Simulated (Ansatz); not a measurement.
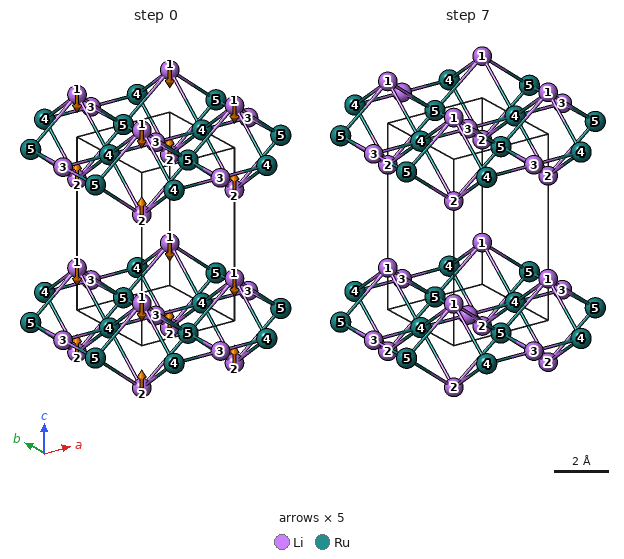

The structure of a crystal of Li₃Ru₂ (a generated structure, set up in P4/mmm) before (left) and after (right) a relaxation, at one scale. The orange arrows give the displacements (the part carried along by the change of the cell is left out), magnified 5 times.

The picture is a ball-and-stick view of the cell of the calculation, seen from a free direction.

Level of theory: DFT PBE, scalar-relativistic, plane waves, PAW (Ansatz). Settings: plane-wave cutoff 420 eV; k-point mesh 10 × 10 × 6; occupations gaussian; smearing width 0.1 eV; collinear spin; cell and atoms relaxed; force threshold 0.01 eV/Å; at most 80 steps.

### Summarise the run.

The largest moves relative to the cell, 0.15 Å, are those of Li1 and Li2. Li1 goes along −c. Ru stays in place. The drawn cell changes as follows: a = b 4.189 → 4.265 Å (+1.8 %), c 6.944 → 7.473 Å (+7.6 %); the volume changes by +11.6 %. Near-neighbour distances that change, for instance: Li3–Ru4 2.095 → 2.132 Å, Li1–Ru4 2.694 → 2.711 Å. The space group stays P4/mmm (No. 123). After 6 accepted moves (7 points after the start) the energy has fallen by 26.2 meV per cell of the calculation. The largest force component goes from 0.027 to 0.0023 eV/Å. Pressure: 1.06 GPa at the start and 0.02 GPa at the end. At 1 point the geometry stayed and the basis and grid were re-selected for the new cell (energy shift of 2.0 meV per cell of the calculation at most each time). Cost: 5.7 min on 1 thread of Arm Neoverse V1, with other jobs on the host, peak memory 0.73 GiB.
